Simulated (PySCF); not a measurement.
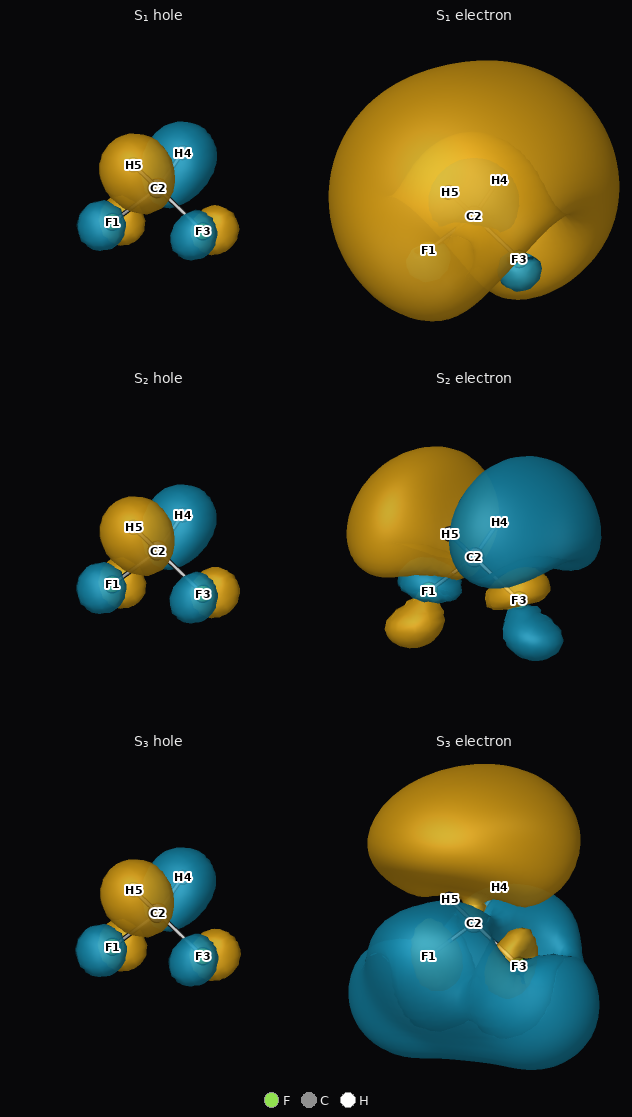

Figure 1: CH₂F₂, SMILES `FCF`. Leading natural transition orbitals (CIS singlet states).

Level of theory: HF/def2-SVPD (PySCF), at a geometry from GFN2-xTB. No frequency check shows the geometry to be a minimum.

Input script:

```python
import numpy as np
from pyscf import gto, scf, dft, tdscf
from pyscf.scf import atom_ks, atom_hf
from scipy.linalg import block_diag

def solve(mol, dm0=None, hcore=None):
    mf = scf.UHF(mol) if mol.spin else scf.RHF(mol)
    mf = mf.density_fit(auxbasis='def2-universal-jkfit')
    mf.conv_tol, mf.max_cycle = 1e-8, 80
    if hcore is not None:
        mf.get_hcore = lambda *args: hcore
    mf.kernel(dm0)
    if not mf.converged:
        mf = mf.newton().run(mf.mo_coeff, mf.mo_occ, max_cycle=30)
    assert mf.converged, 'SCF not converged'
    return mf

mol = gto.M(atom='''
F      1.08857     0.28904     0.00000
C     -0.00001    -0.49929     0.00000
F     -1.08856     0.28905     0.00000
H      0.00000    -1.10355    -0.91745
H      0.00000    -1.10355     0.91745
''', basis='def2-svpd', charge=0, spin=0, verbose=4)
mf = solve(mol)
td = mf.TDA()
td.nstates, td.singlet, td.conv_tol = 6, True, 1e-5
td.kernel()
td.analyze()
x, y = np.array([p[0] for p in td.xy]), np.array([p[1] + 0 * p[0] for p in td.xy])
f, mu = td.oscillator_strength(), td.transition_dipole()
nto = [td.get_nto(state=i + 1, verbose=4) for i in range(len(td.e))]
# spherically averaged free atoms, for the promolecule
atm = scf.atom_hf.get_atm_nrhf(mol)
pro = block_diag(*[(atm[a[0]][2] * atm[a[0]][3]) @ atm[a[0]][2].T for a in mol._atom])
np.savez('result.npz', e=td.e, f=f, ok=td.converged, w=[n[0] for n in nto], nto=[n[1] for n in nto], x=x, y=y, c=mf.mo_coeff, occ=mf.mo_occ, eps=mf.mo_energy, pro=pro, mu=mu)
```

Launched as:

```sh
OMP_NUM_THREADS=1 python input.py
```

The run took 6.3 s on 1 thread of Intel(R) Xeon(R) 6975P-C (Granite Rapids), on a shared host, peak memory 0.28 GiB.

Describe these excited states.

By state:
- S₁: 11.24 eV (110 nm), f = 0.094, diffuse (Rydberg-like) orbital; the leading pair carries 98 %; hole on C2 (32 %), F1 and F3 (17 % each) and H4 and H5 (17 % each), electron on C2 (27 %), H4 and H5 (26 % each) and F1 and F3 (10 % each) (atom shares of so diffuse an orbital are rough); their centroids lie 0.5 Å apart.
- S₂: 11.93 eV (104 nm), f = 0.000 (dark), partly diffuse acceptor orbital; the leading pair carries 96 %; hole on C2 (30 %), F1 and F3 (19 % each) and H4 and H5 (16 % each), electron on C2 (38 %), F1 and F3 (17 % each) and H4 and H5 (14 % each) (atom shares of so diffuse an orbital are rough); their centroids lie 0.3 Å apart.
- S₃: 12.65 eV (98 nm), f = 0.007, partly diffuse acceptor orbital; the leading pair carries 95 %; hole on C2 (28 %), F1 and F3 (21 % each) and H4 and H5 (15 % each), electron on C2 (32 %), H4 and H5 (19 % each) and F1 and F3 (15 % each) (atom shares of so diffuse an orbital are rough); their centroids lie 0.4 Å apart.
